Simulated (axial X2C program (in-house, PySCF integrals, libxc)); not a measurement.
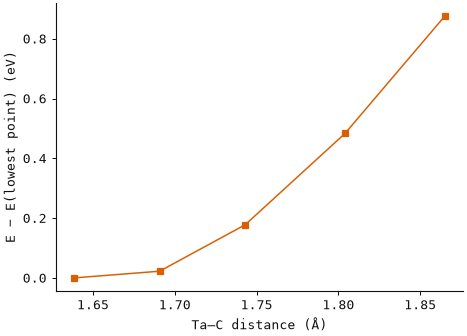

Fig. 1: Energy at 5 bond lengths, for one set of occupations held fixed; the line joins the points. The lowest point is at 1.64 Å, the end of the range, so no minimum is bracketed. The lowest point lies 4.40 eV below Ta⁺ + C.

# Run report: TaC⁺, relativistic diatomic calculation

- system: TaC⁺, single determinant with M_S = 0 and |Λ| = 0 (not the lowest found).
- method: PBE0, spin-free X2C-1e, Ta dyall-cv3z, C dyall-v3z (cores contracted) (axial X2C program (in-house, PySCF integrals, libxc))

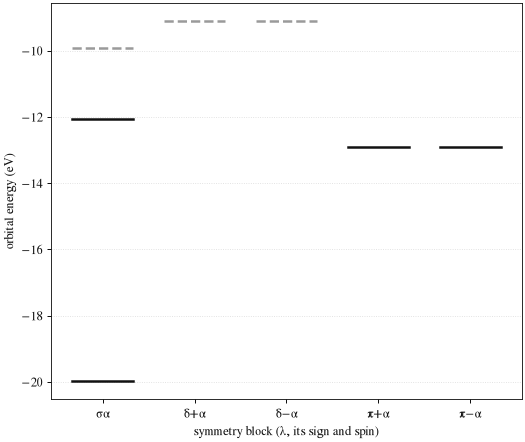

Fig. 2: Orbital energies near the frontier at 1.74 Å, filled (solid) and empty (dashed); a label such as π−α means λ = −1 and α spin, and the β levels equal the α ones. The highest filled orbital (σα; 46 % Ta d, 32 % C p) lies at −12.06 eV, the lowest empty one (σα; 56 % Ta s, 23 % C p) at −9.92 eV.

Input and output of the run follow.

### Input
```
{"zs": [73, 6], "q": 1, "bas": ["dyall-cv3z", "dyall-v3z"], "levels": ["PBE0", "HF", "TPSS"], "cc": true, "r0": 1.93, "thr": -1.0, "nmax": 90, "npts": 10, "nst": 2, "ntry": 6}
```

The line is the task of a batch: nuclear charges, charge, bases, the levels to run, a first guess of the distance and further settings. This report covers PBE0 without spin-orbit coupling. The log is that of the reference distance 1.743 Å, started from orbitals converged before.

Launched within a batch (the task file carries these settings):
```bash
python <driver script> task.json out
```

### Log
```
spin-free X2C-1e  PBE0
basis functions 227  fitting functions 1161  grid points 5075
iter        total energy     max residual
   1     -15642.889040384     3.79e-05
   2     -15642.889040389     1.87e-05
converged
one-electron -21713.66352880  Coulomb 6263.51122571  exact exchange -80.11037079  xc functional -245.60377236  nuclear repulsion 132.97740584
```

### The points of the curve

```csv
R (Å),E (hartree),"dipole (D; origin at the first atom, positive when the second is positive)",highest filled (eV),lowest empty (eV)
1.638,−15642.895574,−4.01,−12.34,−9.74
1.691,−15642.894751,−4.09,−12.20,−9.84
1.743,−15642.889040,−4.16,−12.06,−9.92
1.804,−15642.877820,−4.22,−11.88,−9.99
1.865,−15642.863392,−4.26,−11.68,−10.04
```

### Summary

```tsv
quantity	value
outcome	converged
hardware	1 thread of Arm Neoverse V2, 24 GiB of memory available, shared host
wall time	7.9 s
peak memory	0.6 GiB
```

### Remarks

Caveats: 5 of the 10 points asked for were kept.
